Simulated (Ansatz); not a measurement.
```xyz
6

B    -1.5396   -0.1957   -0.5939
Cl   -1.5490   -0.2664    1.2002
F     1.6329   -0.1534    0.9124
F    -0.4838   -0.7858   -1.1253
Si    0.8508   -1.5278    1.0678
H    -2.4121    0.3309   -1.2070
```

Geometry: B3LYP-D3(BJ)/def2-SVP.

Method: isolated molecule in a Gaussian basis; Kohn-Sham density functional theory, functional PBE0 in Ansatz 0.2.0.

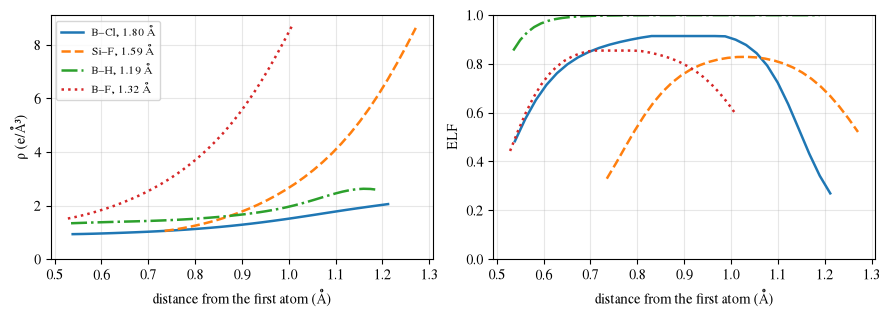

BClF2HSi (charge +1). Total electron density and ELF along straight lines between neighbouring atoms. The curves leave out the atomic cores.

What can be read from the curves?

Answer. B–Cl (1.80 Å): ρ at the midpoint is about 1.3 e/Å³; the ELF peaks at about 0.90 between the atoms (a polar covalent bond).
Si–F (1.59 Å): ρ at the midpoint is about 1.2 e/Å³; the ELF peaks at about 0.85 in the valence shell of F, 0.6 Å from its nucleus, and is about 0.55 at the midpoint.
B–H (1.19 Å): the density is about 1.4 e/Å³ at the midpoint; the ELF climbs to about 1 towards the hydrogen, as it does in any bond to H; a covalent bond by its length.
B–F (1.32 Å): the density is about 2.2 e/Å³ at the midpoint; the ELF peaks at about 0.85 between the atoms: a shared but strongly polarised pair.
